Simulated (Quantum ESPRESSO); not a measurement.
# Magnetic state of NaMnCl3 from several starts

A self-consistent run ends on one state, which hangs on the start. Several orders of NaMnCl3 are started in Quantum ESPRESSO and their energies compared.

Calculated with Quantum ESPRESSO 7.5; PBEsol; plane waves with GBRV 1.5 PBEsol potentials, no spin-orbit coupling.

## 1. The structure

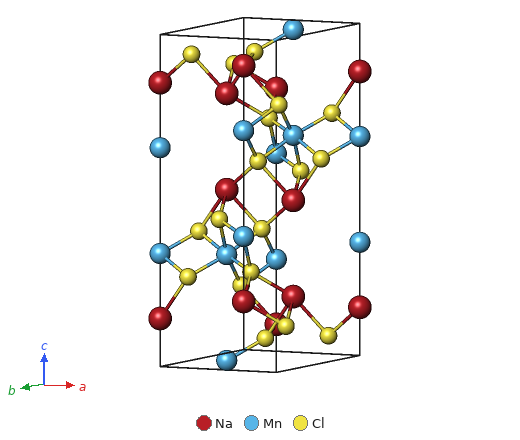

The cell as given, from a free direction (sodium red, manganese blue, chlorine yellow). This picture shows the conventional cell, with its axes. Bonds to atoms that aren't drawn are left out. Some periodic images of atoms are drawn too.

Structure file:

```cif
data_structure
_symmetry_space_group_name_H-M 'P 1'
_symmetry_Int_Tables_number 1
_cell_length_a 7.2823
_cell_length_b 7.2823
_cell_length_c 7.2823
_cell_angle_alpha 53.813
_cell_angle_beta 53.813
_cell_angle_gamma 53.813
_cell_volume 233.59
loop_
_atom_site_label
_atom_site_type_symbol
_atom_site_fract_x
_atom_site_fract_y
_atom_site_fract_z
_atom_site_occupancy
Na1 Na 0.14490 0.14490 0.14490 1
Na2 Na 0.85510 0.85510 0.85510 1
Mn3 Mn 0.34070 0.34070 0.34070 1
Mn4 Mn 0.65930 0.65930 0.65930 1
Cl5 Cl 0.44900 0.71690 0.06720 1
Cl6 Cl 0.06720 0.44900 0.71690 1
Cl7 Cl 0.71690 0.06720 0.44900 1
Cl8 Cl 0.55100 0.28310 0.93280 1
Cl9 Cl 0.93280 0.55100 0.28310 1
Cl10 Cl 0.28310 0.93280 0.55100 1
```

The cell comes from the Crystallography Open Database.

## 2. Start 1: ferro ++

The signs are those of the starting moments on the seeded atoms, the atoms that are given a moment.

pw.in reads:

```
&CONTROL
  calculation = 'scf'
  prefix = 'pwscf'
  outdir = './tmp'
  pseudo_dir = './pseudo'
  disk_io = 'nowf'
/
&SYSTEM
  ibrav = 0
  celldm(1) = 8
  nat = 10
  ntyp = 3
  ecutwfc = 40
  ecutrho = 280
  nbnd = 64
  occupations = 'smearing'
  smearing = 'fd'
  degauss = 0.00367493
  nspin = 2
  starting_magnetization(1) = 0
  starting_magnetization(2) = 0.3
  starting_magnetization(3) = 0
/
&ELECTRONS
  conv_thr = 2d-08
  electron_maxstep = 150
  mixing_beta = 0.3
/
ATOMIC_SPECIES
Na     22.9898 na_pbesol_v1.5.uspp.F.UPF
Mn     54.9380 mn_pbesol_v1.5.uspp.F.UPF
Cl     35.4500 cl_pbesol_v1.4.uspp.F.UPF
CELL_PARAMETERS alat
   0.7784490554630    0.4494377717186    1.4666636884752
  -0.7784490554630    0.4494377717186    1.4666636884752
   0.0000000000000   -0.8988755434372    1.4666636884752
ATOMIC_POSITIONS crystal
Na      0.1449000000    0.1449000000    0.1449000000
Na      0.8551000000    0.8551000000    0.8551000000
Mn      0.3407000000    0.3407000000    0.3407000000
Mn      0.6593000000    0.6593000000    0.6593000000
Cl      0.4490000000    0.7169000000    0.0672000000
Cl      0.0672000000    0.4490000000    0.7169000000
Cl      0.7169000000    0.0672000000    0.4490000000
Cl      0.5510000000    0.2831000000    0.9328000000
Cl      0.9328000000    0.5510000000    0.2831000000
Cl      0.2831000000    0.9328000000    0.5510000000
K_POINTS automatic
4 4 4 0 0 0
```

Command:

```bash
OMP_NUM_THREADS=1 mpirun -n 4 pw.x -nk 4 -in pw.in > pw.out
```

The program printed:

```text
Program PWSCF v.7.5 starts

     Message from routine setup:
     using ibrav=0 with symmetry is DISCOURAGED, use correct ibrav instead

     K-points division:     npool     =       4
     Subspace diagonalization in iterative solution of the eigenvalue problem:

     G-vector sticks info
     --------------------
     sticks:   dense  smooth     PW     G-vecs:    dense   smooth      PW
     Sum        3409    1945    555               124791    53855    8311

     Using Slab Decomposition

     bravais-lattice index     =            0
     lattice parameter (alat)  =       8.0000  a.u.
     unit-cell volume          =    1576.3459 (a.u.)^3
     number of atoms/cell      =           10
     number of atomic types    =            3
     number of electrons       =        90.00
     number of Kohn-Sham states=           64
     kinetic-energy cutoff     =      40.0000  Ry
     charge density cutoff     =     280.0000  Ry
     scf convergence threshold =      2.0E-08
     mixing beta               =       0.3000
     number of iterations used =            8  plain     mixing
     Exchange-correlation= SLA  PW   PSX  PSC
                           (   1   4  10   8   0   0   0)

     celldm(1)=   8.000000  celldm(2)=   0.000000  celldm(3)=   0.000000
     celldm(4)=   0.000000  celldm(5)=   0.000000  celldm(6)=   0.000000

     crystal axes: (cart. coord. in units of alat)
               a(1) = (   0.778449   0.449438   1.466664 )
               a(2) = (  -0.778449   0.449438   1.466664 )
               a(3) = (   0.000000  -0.898876   1.466664 )

     reciprocal axes: (cart. coord. in units 2 pi/alat)
               b(1) = (  0.642303  0.370834  0.227273 )
               b(2) = ( -0.642303  0.370834  0.227273 )
               b(3) = (  0.000000 -0.741667  0.227273 )

     PseudoPot. # 1 for Na read from file:
     na_pbesol_v1.5.uspp.F.UPF
     Pseudo is Ultrasoft, Zval =  9.0
     Generated by new atomic code, or converted to UPF format
     Using radial grid of  819 points,  5 beta functions with:
                l(1) =   0
                l(2) =   0
                l(3) =   1
                l(4) =   1
                l(5) =   2
     Q(r) pseudized with  8 coefficients,  rinner =    1.250   1.250   1.250
                                                       1.250   1.250

     PseudoPot. # 2 for Mn read from file:
     mn_pbesol_v1.5.uspp.F.UPF
     Pseudo is Ultrasoft + core correction, Zval = 15.0
     Generated by new atomic code, or converted to UPF format
     Using radial grid of  859 points,  6 beta functions with:
                l(1) =   0
                l(2) =   0
                l(3) =   1
                l(4) =   1
                l(5) =   2
                l(6) =   2
     Q(r) pseudized with  8 coefficients,  rinner =    0.950   0.950   0.950
                                                       0.950   0.950

     PseudoPot. # 3 for Cl read from file:
     cl_pbesol_v1.4.uspp.F.UPF
     Pseudo is Ultrasoft + core correction, Zval =  7.0
     Generated by new atomic code, or converted to UPF format
     Using radial grid of  909 points,  6 beta functions with:
                l(1) =   0
                l(2) =   0
                l(3) =   1
                l(4) =   1
                l(5) =   2
                l(6) =   2
     Q(r) pseudized with  8 coefficients,  rinner =    1.300   1.300   1.300
                                                       1.300   1.300

     atomic species   valence    mass     pseudopotential
     Na                9.00    22.98980     Na( 1.00)
     Mn               15.00    54.93800     Mn( 1.00)
     Cl                7.00    35.45000     Cl( 1.00)

     Starting magnetic structure
     atomic species   magnetization
     Na              0.000
     Mn              0.300
     Cl              0.000

      6 Sym. Ops., with inversion, found

   Cartesian axes

     site n.     atom                  positions (alat units)
         1        Na     tau(   1) = (   0.0000000  -0.0000000   0.6375587  )
         2        Na     tau(   2) = (   0.0000000  -0.0000000   3.7624324  )
         3        Mn     tau(   3) = (   0.0000000   0.0000000   1.4990770  )
         4        Mn     tau(   4) = (   0.0000000   0.0000000   2.9009141  )
         5        Cl     tau(   5) = (  -0.2085465   0.4635951   1.8085430  )
         6        Cl     tau(   6) = (  -0.2972118  -0.4124041   1.8085430  )
         7        Cl     tau(   7) = (   0.5057584  -0.0511910   1.8085430  )
         8        Cl     tau(   8) = (   0.2085465  -0.4635951   2.5914481  )
         9        Cl     tau(   9) = (   0.2972118   0.4124041   2.5914481  )
        10        Cl     tau(  10) = (  -0.5057584   0.0511910   2.5914481  )

     number of k points=    14  Fermi-Dirac smearing, width (Ry)=  0.0037
                       cart. coord. in units 2pi/alat
        k(    1) = (   0.0000000   0.0000000   0.0000000), wk =   0.0156250
        k(    2) = (   0.0000000  -0.1854168   0.0568183), wk =   0.0937500
        k(    3) = (   0.0000000   0.3708337  -0.1136366), wk =   0.0468750
        k(    4) = (  -0.1605757  -0.0927084   0.1136366), wk =   0.0937500
        k(    5) = (  -0.1605757   0.4635421  -0.0568183), wk =   0.0937500
        [... 9 further k-points ...]

     Dense  grid:   124791 G-vectors     FFT dimensions: (  75,  75,  75)

     Smooth grid:    53855 G-vectors     FFT dimensions: (  60,  60,  60)

     Check: negative core charge=   -0.000017
     Generating pointlists ...
     new r_m :   0.2649 (alat units)  2.1192 (a.u.) for type    1
     new r_m :   0.2455 (alat units)  1.9639 (a.u.) for type    2
     new r_m :   0.2455 (alat units)  1.9639 (a.u.) for type    3

     Initial potential from superposition of free atoms

     starting charge      88.9869, renormalised to      90.0000

     negative rho (up, down):  4.631E-02 4.666E-02
     Starting wfcs are   60 randomized atomic wfcs +    4 random wfcs

     Self-consistent Calculation

     iteration #  1     ecut=    40.00 Ry     beta= 0.30
     Davidson diagonalization with overlap
     ethr =  1.00E-02,  avg # of iterations =  5.9

     Threshold (ethr) on eigenvalues was too large:
     Diagonalizing with lowered threshold

     Davidson diagonalization with overlap
     ethr =  3.28E-04,  avg # of iterations =  5.8

     negative rho (up, down):  4.644E-02 4.648E-02

     total energy              =    -812.63726667 Ry
     estimated scf accuracy    <       0.30203368 Ry

     total magnetization       =    10.00 Bohr mag/cell
     absolute magnetization    =    10.00 Bohr mag/cell

     iteration #  2     ecut=    40.00 Ry     beta= 0.30
     Davidson diagonalization with overlap
     ethr =  3.36E-04,  avg # of iterations =  2.1

     negative rho (up, down):  4.612E-02 4.582E-02

     total energy              =    -812.66501207 Ry
     estimated scf accuracy    <       0.06102954 Ry

     total magnetization       =    10.00 Bohr mag/cell
     absolute magnetization    =    10.00 Bohr mag/cell

     iteration #  3     ecut=    40.00 Ry     beta= 0.30
     Davidson diagonalization with overlap
     ethr =  6.78E-05,  avg # of iterations =  7.1

     negative rho (up, down):  4.566E-02 4.509E-02

     total energy              =    -812.67616464 Ry
     estimated scf accuracy    <       0.01501952 Ry

     total magnetization       =    10.00 Bohr mag/cell
     absolute magnetization    =    10.00 Bohr mag/cell

     [... further iterations left out ...]

     iteration #  8     ecut=    40.00 Ry     beta= 0.30
     Davidson diagonalization with overlap
     ethr =  3.73E-09,  avg # of iterations =  2.0

     negative rho (up, down):  4.506E-02 4.410E-02

     total energy              =    -812.67972340 Ry
     estimated scf accuracy    <       0.00000081 Ry

     total magnetization       =    10.00 Bohr mag/cell
     absolute magnetization    =    10.01 Bohr mag/cell

     iteration #  9     ecut=    40.00 Ry     beta= 0.30
     Davidson diagonalization with overlap
     ethr =  8.95E-10,  avg # of iterations =  2.5

     negative rho (up, down):  4.505E-02 4.408E-02

     total energy              =    -812.67972402 Ry
     estimated scf accuracy    <       0.00000013 Ry

     total magnetization       =    10.00 Bohr mag/cell
     absolute magnetization    =    10.01 Bohr mag/cell

     iteration # 10     ecut=    40.00 Ry     beta= 0.30
     Davidson diagonalization with overlap
     ethr =  1.48E-10,  avg # of iterations =  3.7

     negative rho (up, down):  4.505E-02 4.408E-02

     total energy              =    -812.67972423 Ry
     estimated scf accuracy    <       0.00000002 Ry

     total magnetization       =    10.00 Bohr mag/cell
     absolute magnetization    =    10.01 Bohr mag/cell

     iteration # 11     ecut=    40.00 Ry     beta= 0.30
     Davidson diagonalization with overlap
     ethr =  2.64E-11,  avg # of iterations =  3.2

     negative rho (up, down):  4.505E-02 4.407E-02

     Magnetic moment per site  (integrated on atomic sphere of radius R)
     atom   1 (R=0.265)  charge=  8.0981  magn=  0.0055
     atom   2 (R=0.265)  charge=  8.0981  magn=  0.0055
     atom   3 (R=0.245)  charge= 13.0167  magn=  4.3609
     atom   4 (R=0.245)  charge= 13.0167  magn=  4.3609
     atom   5 (R=0.245)  charge=  5.5462  magn=  0.0715
     atom   6 (R=0.245)  charge=  5.5462  magn=  0.0715
     atom   7 (R=0.245)  charge=  5.5462  magn=  0.0715
     atom   8 (R=0.245)  charge=  5.5462  magn=  0.0715
     atom   9 (R=0.245)  charge=  5.5462  magn=  0.0715
     atom  10 (R=0.245)  charge=  5.5462  magn=  0.0715

     End of self-consistent calculation

     [... lines left out ...]
     the Fermi energy is     4.7052 ev

!    total energy              =    -812.67972439 Ry
     estimated scf accuracy    <          5.3E-09 Ry
     smearing contrib. (-TS)   =      -0.00000000 Ry
     internal energy E=F+TS    =    -812.67972439 Ry

     The total energy is F=E-TS. E is the sum of the following terms:
     one-electron contribution =    -557.99230464 Ry
     hartree contribution      =     303.51131473 Ry
     xc contribution           =    -137.43675542 Ry
     ewald contribution        =    -420.76197905 Ry

     total magnetization       =    10.00 Bohr mag/cell
     absolute magnetization    =    10.01 Bohr mag/cell

     convergence has been achieved in  11 iterations

=------------------------------------------------------------------------------=
   JOB DONE.
=------------------------------------------------------------------------------=
```

Elapsed: 2.1 min, on 4 MPI ranks of Arm Neoverse V1, shared host; peak memory 1.2 GiB; 8.2 min of CPU time.

Spin moment in the atom's sphere by atom:

```tsv
atom	spin moment in the atom's sphere (μB)
Na1	0.01
Na2	0.01
Mn3	4.36
Mn4	4.36
Cl5	0.07
Cl6	0.07
Cl7	0.07
Cl8	0.07
Cl9	0.07
Cl10	0.07
```

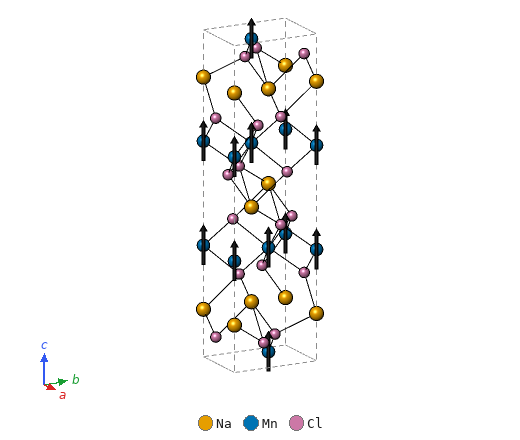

Spin moment in the atom's sphere as arrows, the longest 4.36 μB. Up and down stand for the sign. Arrows give size and sign along the axis of quantisation, drawn up and down the page. Bonds to atoms that aren't drawn are left out. Some periodic images of atoms are drawn too.

This step gave:

```
smearing term TS       : 2.89e-10 eV
magnetization          : 10 μB
absolute magnetization : 10.01 μB
final state            : ferromagnetic
```

(Part 1 of 2 ends here.)

[Logs and program files are shortened in this print: banners, set-up blocks, solver, clock and traceback lines can be left out without a mark of their own.]

[Logs are printed without paths, hosts, clocks, repeated set-up lines and the standing remarks that a program may print on its own settings, such as how far it seeks lower states.]

[Hosts, paths, dates, database ids (printed as entryN), source tags and the programs' standing remarks are cut or masked in the printed files.]

[Where a cell is said to come from a database of computed structures, the database is the Materials Project.]
